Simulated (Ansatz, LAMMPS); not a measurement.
# Relaxing amorphous 25SiO2-75GeO2 (mol %) (96 atoms), part 2 of 4

Wanted: the relaxed structure of amorphous 25SiO2-75GeO2 (mol %) (96 atoms) and its electronic structure.

Ansatz 0.2.0; Kohn-Sham DFT, PBE, PAW (set soft_2), plane waves.

The cell: 8 Si, 24 Ge and 64 O. The quench rate of 50 K/ps is orders of magnitude faster than experiment. The starting topology of bonds comes from the classical model. Only the Γ point is sampled, in a cell whose shortest periodic width is 11 Å.

So far. Step 3 (Single point at the start): Neighbours are counted within 2.23 Å (O-Ge), 2.02 Å (O-Si).

## (4) Cell and atoms relaxed

Cell and atoms are freed together, to release stress as well as forces.

input.yaml reads:

```yaml
crystal:
  lattice:
    - [11.4603, 0.0, 0.0]
    - [0.0, 11.4603, 0.0]
    - [0.0, 0.0, 11.4603]
  atoms:
    [... the 96 atom lines of step 3 ...]
kpoints:
  mp_grid: { grid: [1, 1, 1] }
hamiltonian:
  xc: pbe
scf:
  occupations: { method: fermi_dirac, width: 0.025 }
output:
  forces: true
relax:
  f_tol: 0.04
  max_steps: 250
  cell: {}
```

On the command line:

```sh
$ ansatz run input.yaml --threads 4 --pin off --max-ram 8192MiB --backend cpu --events-out ev --progress --plain --runs-dir out
```

Numbers of over 12 decimals in the logs are rounded to 6 here.

What it wrote:

```text
[...]
Crystal: 96 atoms, lattice volume = 1505.178 Å³
Basis set: ecut = 420 eV, 29423 PW (Γ), exchange–correlation on 160×160×160 points (8 copies of the dense FFT grid, shifted against one another)
Bands: 472, of which v1, the nominal top of the filled ones, is band 376 counted from 1 (375 counted from 0)
Symmetry: 1 space group operations
[...]
k-points: 1
[...]
SCF iter   1: F=—  HF=-144488.642082 eV  |F-HF|=—  |Δ(HF+E_count)|=         —  Δρ=2.78e-3  dr2=1.89e-1  ethr=1.77e-3  ⟨swp⟩=5.0  Hψ=1769  notcnv=0  defer=74
[...]
SCF iter   9: F=-144488.624840 eV  HF=-144488.624840 eV  |F-HF|=2.49e-8  |Δ(HF+E_count)|=   7.04e-9  Δρ=2.15e-6  dr2=6.58e-8  ethr=1.33e-11  ⟨swp⟩=3.0  Hψ=1612  notcnv=0
SCF 1 converged in 9 iterations: F = -144488.624840 eV  dr2 = 6.58e-8
[...]
relax step   1: F+E_penalty+E_count = -144488.62483964 eV  Δ(F+E_penalty+E_count) = +0.000e0 eV  max|allowed force component| = 2.906e0 eV/Å  Δτ_max = 0.0000 Å  P = +5.375 GPa  Ω = 1505.178 Å³  (9 SCF iters, dr2 threshold 1.00e-7 eV, accepted)
[... from here on, the SCF cycles and remarks between the steps are left out ...]
relax step   2: F+E_penalty+E_count = -144492.90847209 eV  Δ(F+E_penalty+E_count) = -4.284e0 eV  max|allowed force component| = 1.939e0 eV/Å  Δτ_max = 0.1408 Å  P = +2.213 GPa  Ω = 1534.431 Å³  energy of the carried Pulay correction = -9.513e-2 eV  (8 SCF iters, dr2 threshold 9.60e-6 eV, accepted)
relax step   3: F+E_penalty+E_count = -144496.22449481 eV  Δ(F+E_penalty+E_count) = -3.316e0 eV  max|allowed force component| = 6.891e-1 eV/Å  Δτ_max = 0.1981 Å  P = -0.597 GPa  Ω = 1523.339 Å³  energy of the carried Pulay correction = -5.927e-2 eV  (8 SCF iters, dr2 threshold 9.60e-6 eV, accepted)
relax step   4: F+E_penalty+E_count = -144497.31859000 eV  Δ(F+E_penalty+E_count) = -1.094e0 eV  max|allowed force component| = 4.317e-1 eV/Å  Δτ_max = 0.2000 Å  P = +0.103 GPa  Ω = 1481.764 Å³  energy of the carried Pulay correction = +7.748e-2 eV  (8 SCF iters, dr2 threshold 9.60e-6 eV, accepted)
relax step   5: F+E_penalty+E_count = -144497.76768412 eV  Δ(F+E_penalty+E_count) = -4.491e-1 eV  max|allowed force component| = 3.434e-1 eV/Å  Δτ_max = 0.2000 Å  P = +0.121 GPa  Ω = 1464.847 Å³  energy of the carried Pulay correction = +1.342e-1 eV  (8 SCF iters, dr2 threshold 9.60e-6 eV, accepted)
relax step   6: F+E_penalty+E_count = -144497.98191298 eV  Δ(F+E_penalty+E_count) = -2.142e-1 eV  max|allowed force component| = 3.849e-1 eV/Å  Δτ_max = 0.2000 Å  P = -0.090 GPa  Ω = 1455.857 Å³  energy of the carried Pulay correction = +1.647e-1 eV  (8 SCF iters, dr2 threshold 7.37e-6 eV, accepted)
relax step   7: F+E_penalty+E_count = -144498.06171887 eV  Δ(F+E_penalty+E_count) = -7.981e-2 eV  max|allowed force component| = 3.914e-1 eV/Å  Δτ_max = 0.2000 Å  P = -0.028 GPa  Ω = 1453.626 Å³  energy of the carried Pulay correction = +1.722e-1 eV  (8 SCF iters, dr2 threshold 9.26e-6 eV, accepted)
relax step   8: F+E_penalty+E_count = -144498.07991242 eV  Δ(F+E_penalty+E_count) = -1.819e-2 eV  max|allowed force component| = 1.942e-1 eV/Å  Δτ_max = 0.2000 Å  P = +0.024 GPa  Ω = 1456.070 Å³  energy of the carried Pulay correction = +1.639e-1 eV  (8 SCF iters, dr2 threshold 9.58e-6 eV, accepted)
relax step   9: F+E_penalty+E_count = -144498.11639408 eV  Δ(F+E_penalty+E_count) = -3.648e-2 eV  max|allowed force component| = 9.751e-2 eV/Å  Δτ_max = 0.2000 Å  P = -0.057 GPa  Ω = 1450.816 Å³  energy of the carried Pulay correction = +1.818e-1 eV  (8 SCF iters, dr2 threshold 2.36e-6 eV, accepted)
relax step  10: F+E_penalty+E_count = -144498.12580628 eV  Δ(F+E_penalty+E_count) = -9.412e-3 eV  max|allowed force component| = 1.427e-1 eV/Å  Δτ_max = 0.0796 Å  P = +0.116 GPa  Ω = 1451.293 Å³  energy of the carried Pulay correction = +1.802e-1 eV  (8 SCF iters, dr2 threshold 5.94e-7 eV, accepted)
relax step  11: F+E_penalty+E_count = -144498.12719616 eV  Δ(F+E_penalty+E_count) = -1.390e-3 eV  max|allowed force component| = 8.561e-2 eV/Å  Δτ_max = 0.1022 Å  P = +0.008 GPa  Ω = 1452.954 Å³  energy of the carried Pulay correction = +1.745e-1 eV  (8 SCF iters, dr2 threshold 1.27e-6 eV, accepted)
relax step  12: F+E_penalty+E_count = -144498.13125250 eV  Δ(F+E_penalty+E_count) = -4.056e-3 eV  max|allowed force component| = 5.981e-2 eV/Å  Δτ_max = 0.0150 Å  P = -0.028 GPa  Ω = 1452.576 Å³  energy of the carried Pulay correction = +1.758e-1 eV  (7 SCF iters, dr2 threshold 4.58e-7 eV, accepted)
relax step  13: F+E_penalty+E_count = -144498.13597432 eV  Δ(F+E_penalty+E_count) = -4.722e-3 eV  max|allowed force component| = 3.188e-2 eV/Å  Δτ_max = 0.0394 Å  P = +0.008 GPa  Ω = 1451.694 Å³  energy of the carried Pulay correction = +1.788e-1 eV  (8 SCF iters, dr2 threshold 2.24e-7 eV, accepted)
[...]
relax step  22: F+E_penalty+E_count = -144498.20254472 eV  Δ(F+E_penalty+E_count) = -6.130e-4 eV  max|allowed force component| = 6.232e-2 eV/Å  Δτ_max = 0.0308 Å  P = +0.003 GPa  Ω = 1450.030 Å³  energy of the carried Pulay correction = +2.724e-3 eV  (7 SCF iters, dr2 threshold 7.61e-7 eV, accepted)
relax step  23: F+E_penalty+E_count = -144498.16923586 eV  Δ(F+E_penalty+E_count) = +3.331e-2 eV  max|allowed force component| = 3.393e-1 eV/Å  Δτ_max = 0.1948 Å  P = -0.143 GPa  Ω = 1454.102 Å³  energy of the carried Pulay correction = -1.105e-2 eV  (10 SCF iters, dr2 threshold 2.43e-7 eV, rejected (line search))
relax step  24: F+E_penalty+E_count = -144498.20692194 eV  Δ(F+E_penalty+E_count) = -4.377e-3 eV  max|allowed force component| = 6.370e-2 eV/Å  Δτ_max = 0.0870 Å  P = +0.028 GPa  Ω = 1450.666 Å³  energy of the carried Pulay correction = +5.416e-4 eV  (12 SCF iters, accepted)
relax step  25: F+E_penalty+E_count = -144498.18707968 eV  Δ(F+E_penalty+E_count) = +1.984e-2 eV  max|allowed force component| = 3.135e-1 eV/Å  Δτ_max = 0.0969 Å  P = -0.096 GPa  Ω = 1451.823 Å³  energy of the carried Pulay correction = -3.417e-3 eV  (9 SCF iters, dr2 threshold 2.54e-7 eV, rejected (line search))
relax step  26: F+E_penalty+E_count = -144498.20993662 eV  Δ(F+E_penalty+E_count) = -3.015e-3 eV  max|allowed force component| = 3.955e-2 eV/Å  Δτ_max = 0.0484 Å  P = -0.011 GPa  Ω = 1451.229 Å³  energy of the carried Pulay correction = -1.376e-3 eV  (12 SCF iters, accepted)
relax step  27: F+E_penalty+E_count = -144498.20850008 eV  Δ(F+E_penalty+E_count) = +1.437e-3 eV  max|allowed force component| = 4.932e-2 eV/Å  Δτ_max = 0.0471 Å  P = -0.033 GPa  Ω = 1451.828 Å³  energy of the carried Pulay correction = -3.411e-3 eV  (11 SCF iters, accepted)
relax step  28: F+E_penalty+E_count = -144498.21000666 eV  Δ(F+E_penalty+E_count) = -1.507e-3 eV  max|allowed force component| = 2.812e-2 eV/Å  Δτ_max = 0.0101 Å  P = -0.014 GPa  Ω = 1451.748 Å³  energy of the carried Pulay correction = -3.142e-3 eV  (7 SCF iters, dr2 threshold 1.52e-7 eV, accepted)
relax step  29: F+E_penalty+E_count = -144498.21776669 eV  Δ(F+E_penalty+E_count) = -7.760e-3 eV  max|allowed force component| = 2.810e-2 eV/Å  Δτ_max = 0.0000 Å  P = -0.008 GPa  Ω = 1451.748 Å³  stress off target by 5.07e-2 GPa  SCF on the basis re-selected at this cell (its energy is not comparable with the rows above)  (7 SCF iters)
relax step  30: F+E_penalty+E_count = -144498.21403093 eV  Δ(F+E_penalty+E_count) = +3.736e-3 eV  max|allowed force component| = 8.800e-2 eV/Å  Δτ_max = 0.1125 Å  P = +0.010 GPa  Ω = 1452.269 Å³  energy of the carried Pulay correction = -1.812e-3 eV  (11 SCF iters, dr2 threshold 6.44e-9 eV, rejected (line search))
relax step  31: F+E_penalty+E_count = -144498.21831402 eV  Δ(F+E_penalty+E_count) = -5.473e-4 eV  max|allowed force component| = 4.036e-2 eV/Å  Δτ_max = 0.0546 Å  P = +0.005 GPa  Ω = 1452.319 Å³  energy of the carried Pulay correction = -1.957e-3 eV  (11 SCF iters, accepted)
relax step  32: F+E_penalty+E_count = -144498.21621684 eV  Δ(F+E_penalty+E_count) = +2.097e-3 eV  max|allowed force component| = 7.958e-2 eV/Å  Δτ_max = 0.0425 Å  P = -0.026 GPa  Ω = 1452.910 Å³  energy of the carried Pulay correction = -3.981e-3 eV  (8 SCF iters, dr2 threshold 1.02e-7 eV, rejected (line search))
relax step  33: F+E_penalty+E_count = -144498.21858373 eV  Δ(F+E_penalty+E_count) = -2.697e-4 eV  max|allowed force component| = 1.643e-2 eV/Å  Δτ_max = 0.0207 Å  P = +0.010 GPa  Ω = 1452.549 Å³  energy of the carried Pulay correction = -2.737e-3 eV  (10 SCF iters, accepted)
relax step  34: F+E_penalty+E_count = -144498.22602770 eV  Δ(F+E_penalty+E_count) = -7.444e-3 eV  max|allowed force component| = 1.642e-2 eV/Å  Δτ_max = 0.0000 Å  P = +0.011 GPa  Ω = 1452.549 Å³  stress off target by 2.06e-2 GPa  SCF on the basis re-selected at this cell (its energy is not comparable with the rows above)  (6 SCF iters)
[...]
SCF converged after 6 iterations
Free energy (F): -144498.226028 eV
[...]
Internal energy: -144498.226028 eV  (E = F + TS)
E sigma→0 (E₀):  -144498.226028 eV
Fermi energy:    4.140539 eV
[...]
--- Forces (eV/Å), atoms counted from 1 ---
  atom   1  Si     0.00321627     0.00331979    -0.00550258
  atom   2  Si    -0.01329577    -0.00404770     0.00295102
  atom   3  Si    -0.00109016    -0.00531122    -0.01139673
  atom   4  Si    -0.00542754     0.00456775     0.00851385
  atom   5  Si    -0.00005571     0.00480255     0.01062512
  atom   6  Si     0.00440070    -0.01189951     0.01434740
  atom   7  Si     0.00478107     0.00149376    -0.00266711
  atom   8  Si     0.00638832    -0.00181107    -0.00394772
  atom   9  Ge    -0.00975604     0.01641585    -0.00224694
  atom  10  Ge    -0.00185586    -0.00211458    -0.00148383
  atom  11  Ge     0.00161405     0.00418517     0.00001602
  atom  12  Ge    -0.00389860    -0.00796100    -0.00244374
  atom  13  Ge     0.00266399    -0.00210896    -0.00047457
  atom  14  Ge    -0.00460228    -0.00688858    -0.00059250
[...]
atom  95  O      0.00264070    -0.00104855     0.00336906
  atom  96  O      0.00437642    -0.00098540    -0.01032070
  max |Σ_I F_I| component: 1.92e-5 eV/Å
--- Stress (GPa, compression-positive) ---
        0.016753       0.000007      -0.007149
        0.000007       0.009036       0.001717
       -0.007149       0.001717       0.006994
  P = ⅓ Tr σ = 0.0109 GPa (0.109 kbar)
--- Relaxed structure (30 steps of the walk, 26 accepted, 4 SCFs on fresh bases) ---
  F+E_penalty+E_count = -144498.22602770 eV   max|allowed force component| = 1.642e-2 eV/Å   (the final SCF, on the basis selected at the relaxed cell)
  cell:  # Å, volume = 1452.5487 Å³
    - [11.617288, -0.660046, -0.326076]
    - [-0.660046, 10.878157, -0.137320]
    - [-0.326076, -0.137320, 11.545139]
  atoms:
    - { symbol: Si, position: [0.723695, 0.842796, 0.719849] }
    - { symbol: Si, position: [0.112829, 0.712384, 0.238450] }
    - { symbol: Si, position: [0.622592, 0.173293, 0.206114] }
    - { symbol: Si, position: [0.511978, 0.627498, 0.243714] }
[...]
- { symbol: O, position: [0.154523, 0.559335, 0.593020] }
```

Elapsed: 11 min, on 4 threads of Arm Neoverse V2, shared host; peak memory 2.2 GiB.

Step by step (22 of 34):

```csv
step,energy less that of the first step (eV),largest force component (eV/Å),pressure (GPa),volume (Å³)
1,0.0000,2.9062,5.37,1505.18
3,-7.5997,0.6891,-0.60,1523.34
4,-8.6938,0.4317,0.10,1481.76
6,-9.3571,0.3849,-0.09,1455.86
7,-9.4369,0.3914,-0.03,1453.63
9,-9.4916,0.0975,-0.06,1450.82
10,-9.5010,0.1427,0.12,1451.29
12,-9.5064,0.0598,-0.03,1452.58
14*,-9.5490,0.0313,0.01,1451.69
15,-9.5552,0.1335,-0.03,1451.62
17,-9.5716,0.0380,0.00,1450.87
18*,-9.5695,0.0381,0.00,1450.87
20,-9.5748,0.0495,0.01,1450.19
21,-9.5771,0.1103,-0.01,1449.79
23,-9.5444,0.3393,-0.14,1454.10
25,-9.5622,0.3135,-0.10,1451.82
26,-9.5851,0.0396,-0.01,1451.23
28,-9.5852,0.0281,-0.01,1451.75
29*,-9.5929,0.0281,-0.01,1451.75
31,-9.5935,0.0404,0.01,1452.32
32,-9.5914,0.0796,-0.03,1452.91
34*,-9.6012,0.0164,0.01,1452.55
```

Relaxation steps marked * repeat the geometry before them on a plane-wave basis chosen anew for their cell, so energy and pressure can jump there. Other such steps can lie between the rows shown. Relaxation steps 23, 25, 30, 32 were tried and not accepted.

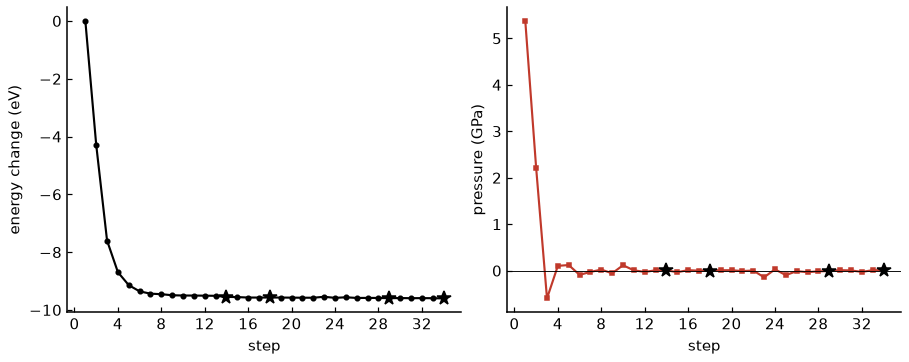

Energy and pressure along the relaxation. Stars mark steps on a basis chosen anew.

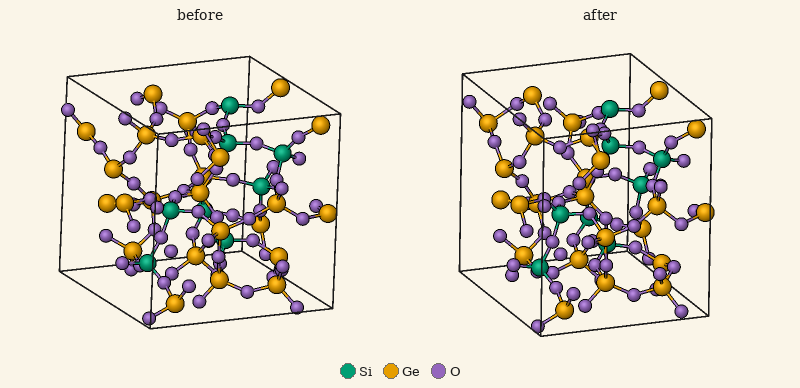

Before and after, at one scale. Bonds to atoms that aren't drawn are left out.

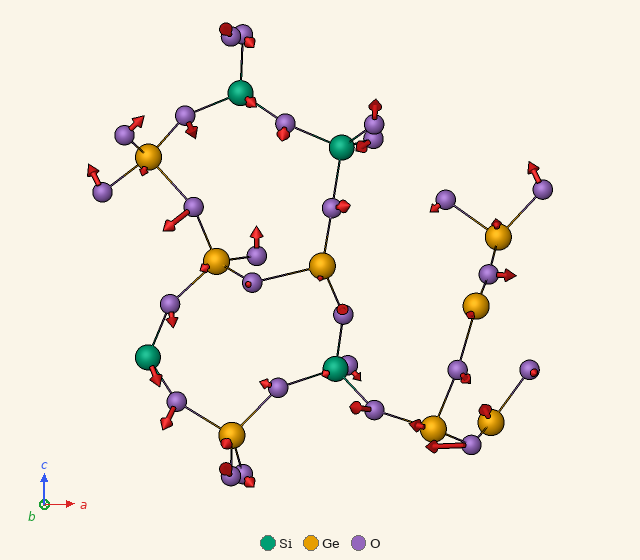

Displacements in the relaxation, exaggerated, measured against the changing cell; the longest in the cell stands for 0.86 Å. Drawn is a slice 4 Å thick, seen along the normal of the ac plane. Bonds to atoms that aren't drawn are left out.

```csv
cell as run,before,after,change
a (Å),11.460,11.641,+1.6 %
b (Å),11.460,10.899,-4.9 %
c (Å),11.460,11.551,+0.8 %
α (°),90.00,91.30,+1.4 %
β (°),90.00,93.18,+3.5 %
γ (°),90.00,96.70,+7.4 %
volume (Å³/atom),15.68,15.13,-3.5 %
```

The atoms that moved most (Å, as changes of fractional coordinates times the final cell):

```csv
atom,dx,dy,dz,length
O64,-0.650,0.565,-0.075,0.865
O75,0.305,0.597,0.512,0.843
O72,-0.059,-0.746,-0.169,0.767
O54,0.015,-0.627,-0.331,0.709
O96,-0.467,-0.346,-0.316,0.662
O91,0.520,-0.149,-0.308,0.623
O70,-0.383,-0.446,0.088,0.595
O35,-0.136,-0.535,0.189,0.583
```

The relaxation changed the energy by -100 meV/atom, and atoms moved by 0.38 Å r.m.s., 0.86 Å at most.

## (5) Local order after relaxation

Bonds before and after, by the cutoffs listed below:

```csv
pair,bonds before,bonds after,mean before (Å),mean after (Å),spread before (Å),spread after (Å)
O-Ge,97,97,1.733,1.774,0.041,0.039
O-Si,32,32,1.616,1.633,0.021,0.016
```

Density 3.42 g/cm³, 15.13 Å³ an atom.

Pair distribution functions g(r), in bins of 0.2 Å:

```csv
r (Å),total,O-O,O-Ge,O-Si,Ge-Ge,Ge-Si,Si-Si
1.60,1.51,0.00,0.00,13.60,0.00,0.00,0.00
1.80,3.76,0.00,11.29,0.00,0.00,0.00,0.00
2.00,0.10,0.00,0.30,0.00,0.00,0.00,0.00
2.20,0.00,0.00,0.00,0.00,0.00,0.00,0.00
2.40,0.04,0.05,0.06,0.00,0.00,0.00,0.00
2.60,0.71,1.59,0.00,0.00,0.00,0.00,0.00
2.80,1.73,3.80,0.10,0.00,0.00,0.00,0.00
3.00,1.11,2.06,0.08,0.00,0.85,2.29,3.82
3.20,0.84,0.67,0.26,0.10,3.72,4.74,1.74
3.40,0.78,0.64,0.65,0.86,2.42,0.81,0.00
3.60,0.74,0.52,1.09,1.31,0.00,0.00,0.00
3.80,1.01,0.58,1.51,2.02,0.13,0.40,0.00
4.00,0.94,0.69,1.27,1.56,0.37,0.19,0.00
4.20,1.17,0.91,1.53,1.60,0.68,0.67,0.99
4.40,1.30,0.77,1.84,2.04,0.82,1.40,0.94
4.60,0.81,0.53,1.18,0.70,0.67,1.29,0.82
4.80,0.97,1.08,0.73,0.69,1.39,1.31,3.93
5.00,1.16,1.50,0.81,0.63,1.44,1.10,2.13
5.20,1.29,1.67,0.86,0.67,1.70,1.78,2.01
```

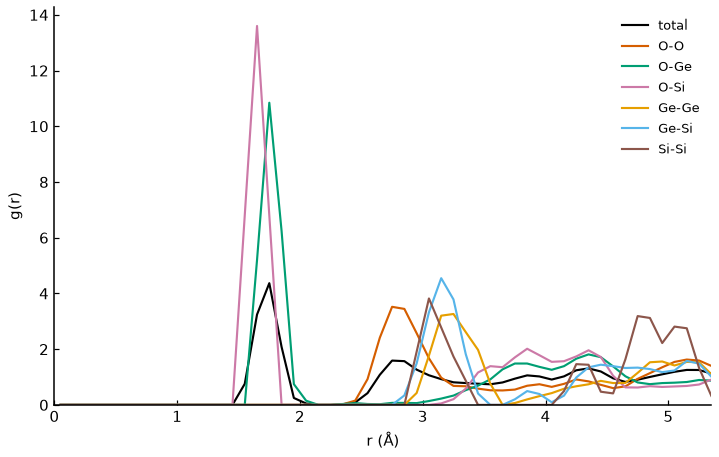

Pair distribution functions, lightly smoothed.

Bonds by pair of elements; cutoffs follow the first minimum of g(r), held within bounds set by covalent radii, and pairs that aren't listed don't count as bonded:

```csv
pair A-B,cutoff (Å),bonds,mean length (Å),spread (Å),shortest (Å),B about A,A about B
O-Ge,2.23,97,1.77,0.039,1.71,1.52,4.04
O-Si,2.08,32,1.63,0.016,1.61,0.5,4
```

How many atoms have how many bonded neighbours:

```csv
element,mean,2,3,4,5
Ge,4.04,0,0,23,1
O,2.02,63,1,0,0
Si,4,0,0,8,0
```

Bond angles, per cent of each kind in bins of 5°:

```csv
angle (°),O-Ge-O,O-Si-O,Ge-O-Ge,Ge-O-Si
80–85,0.7,0.0,0.0,0.0
85–90,0.7,0.0,0.0,0.0
90–95,2.0,0.0,0.0,0.0
95–100,6.1,0.0,0.0,0.0
100–105,20.9,8.3,0.0,0.0
105–110,27.0,47.9,0.0,0.0
110–115,25.7,39.6,2.7,0.0
115–120,12.2,4.2,8.1,3.9
120–125,2.7,0.0,13.5,7.7
125–130,0.0,0.0,13.5,7.7
130–135,0.7,0.0,24.3,19.2
135–140,0.0,0.0,8.1,23.1
140–145,0.7,0.0,13.5,15.4
145–150,0.0,0.0,2.7,3.9
150–155,0.0,0.0,5.4,0.0
155–160,0.0,0.0,2.7,7.7
160–165,0.0,0.0,2.7,11.5
165–170,0.7,0.0,2.7,0.0
```

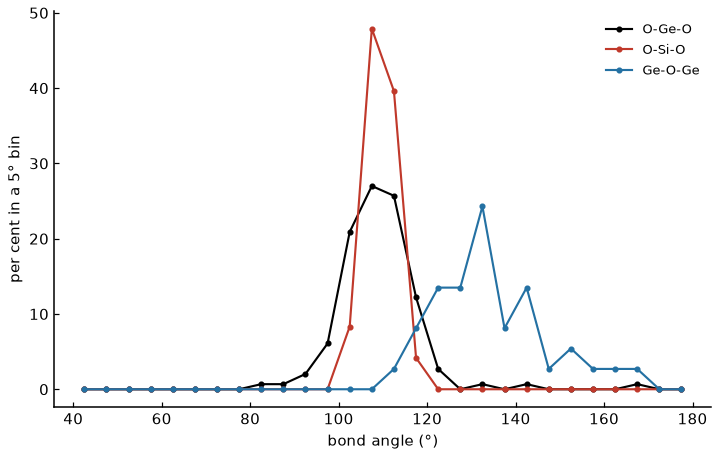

Distributions of the most common bond angles.

Bond angles (no mean is given where the spread exceeds 20°):

```csv
angle,count,mean (°),spread (°)
O-Ge-O,148,109,9.1
O-Si-O,48,109,3.4
Ge-O-Ge,37,134,12.7
Ge-O-Si,26,139,11.7
Si-O-Si,3,149,13.2
```

Oxygen atoms by the number of network formers (Si, P, Ge, B, Al, As, Ga) bound to them:

```csv
network formers bound to O,O atoms,per cent
0,0,0
1,0,0
2,63,98.4
3,1,1.6
```

Network units: each former by its oxygen neighbours and how many of them bridge to another former:

```csv
former,O neighbours,bridging O,atoms
Si,4,4,8
Ge,4,4,23
Ge,5,5,1
```

Bond length by coordination (bonds to H left out):

```csv
element,coordination,atoms,mean bond length (Å)
Ge,4,23,1.77
Ge,5,1,1.86
O,2,63,1.74
O,3,1,1.91
```

Rings of the network by King's shortest-path rule, up to 12 atoms, one path for each pair of neighbours; H, halogens, alkali and alkaline-earth atoms are left out, and the last column divides by all other atoms, bonded or not:

```csv
ring size (atoms),rings,per network atom
8,5,0.052
10,15,0.156
12,18,0.188
```

Counting bonds as in the table, 96 % of Ge atoms have 4, 98 % of O atoms have 2 and all Si atoms have 4 bonded neighbours. The O-Ge-O angle averages 109° with a spread of 9°. 98 % of the oxygens bridge two formers (Si and Ge) and 0 % are non-bridging; 2 % join three. The commonest Ge unit has 4 oxygens, 4 of them shared with other formers (23 of 24 atoms). Rings of 12 atoms are the most common (47 % of those counted); sizes run from 8 to 12, where the search stops.

[end of part 2 of 4]

[Logs are printed without paths, hosts, clocks, repeated set-up lines and the standing remarks that a program may print on its own settings, such as how far it seeks lower states.]

[Hosts, paths, dates, database ids (printed as entryN), source tags and the programs' standing remarks are cut or masked in the printed files.]
